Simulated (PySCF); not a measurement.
System (SMILES): FC(F)(F)F.
Geometry (B3LYP-D3(BJ)/def2-TZVP, fixed):
```
C
F 1 1.3260
F 1 1.3260 2 109.47
F 1 1.3260 2 109.47 3 120.00
F 1 1.3260 2 109.47 4 120.00
```
Charge 0, spin multiplicity 1.

Basis-set convergence of the mean static polarisability at PBE with PySCF. All functions are spherical. Density fitting with generated auxiliary sets. No added dispersion term, no relativity. Reference: the value in d-aug-cc-pVTZ, 20.78 bohr³, itself unsure by roughly 1.0 % (its mean distance from aug-pcseg-2, aug-cc-pVTZ). Deviations are taken from unrounded values. Cost is core time over that of def2-SVP, rough, on shared machines of one kind; a dash marks a row that isn't timed (too short, read off another run, short of memory, by another algorithm or on other hardware).

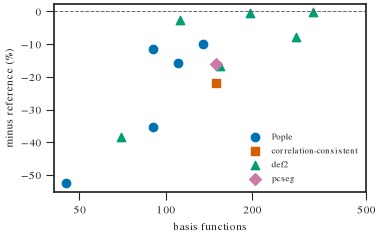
Deviation from the reference against the number of basis functions, by family of sets.

```tsv
basis	functions	mean static polarisability (bohr³)	minus reference (%)	cost
3-21G	45	9.85	-52.6	-
def2-SVP	70	12.80	-38.4	1×
6-31+G*	90	18.42	-11.3	-
6-311G**	90	13.46	-35.2	1×
6-311+G**	110	17.49	-15.8	2×
def2-SVPD	112	20.24	-2.6	1×
6-311++G(2d,2p)	135	18.70	-10.0	2×
cc-pVTZ	150	16.24	-21.8	3×
pcseg-2	150	17.44	-16.0	2×
def2-TZVPP	155	17.28	-16.8	3×
def2-TZVPPD	197	20.67	-0.5	4×
def2-QZVPP	285	19.13	-7.9	7×
def2-QZVPPD	327	20.72	-0.3	8×
```
